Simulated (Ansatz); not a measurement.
```yaml
atoms:
  - { symbol: Si, position_ang: [-0.1747, 0.9349, -0.2039] }
  - { symbol: C, position_ang: [0.0415, -0.9116, 0.1753] }
  - { symbol: Cl, position_ang: [0.8411, -1.1005, 1.7499] }
  - { symbol: Cl, position_ang: [0.9748, -1.6758, -1.1282] }
  - { symbol: H, position_ang: [-0.8773, 1.0639, -1.5045] }
  - { symbol: H, position_ang: [-0.9857, 1.5414, 0.8805] }
  - { symbol: H, position_ang: [1.1732, 1.5432, -0.2645] }
  - { symbol: H, position_ang: [-0.9006, -1.4526, 0.2397] }
```

Geometry: PBE0-D4/def2-TZVP.

Theory: RKS PBE0-D4/def2-TZVPP in Ansatz 0.2.0.

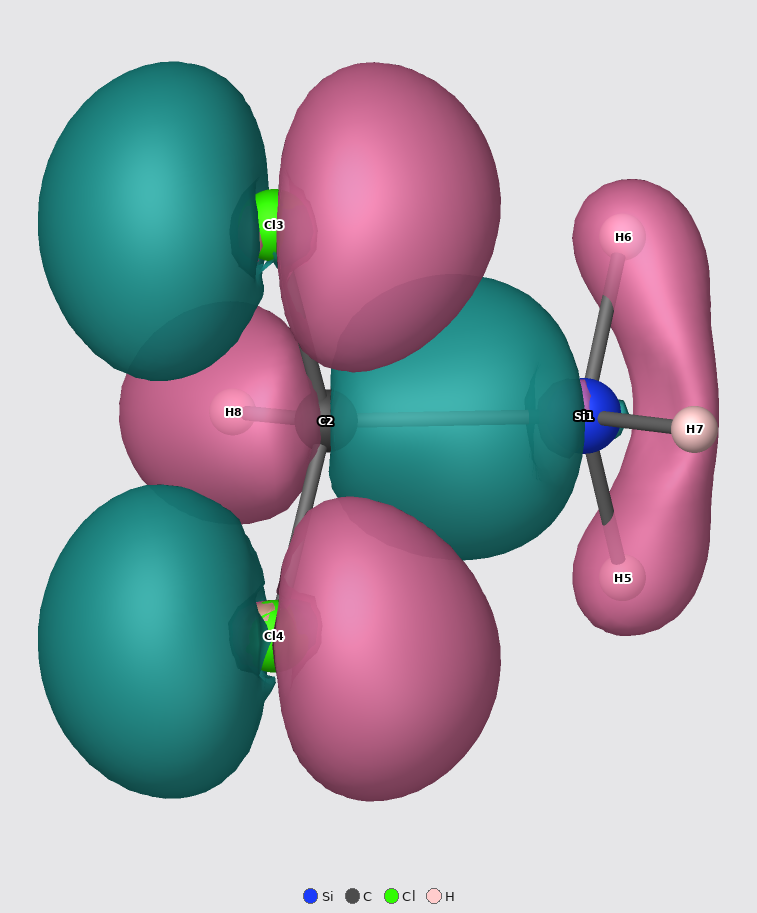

CH4Cl2Si (SMILES [SiH3]C(Cl)Cl). The HOMO at ±0.08 Å⁻³ᐟ² (teal and pink are the two phases), seen at a tilt.

Q: Describe this orbital and give its energy.

A: It lies mainly on Cl4 (about 35 %), Cl3 (about 35 %), C2 (about 15 %) and Si1 (about 10 %). Its energy is −8.21 eV.
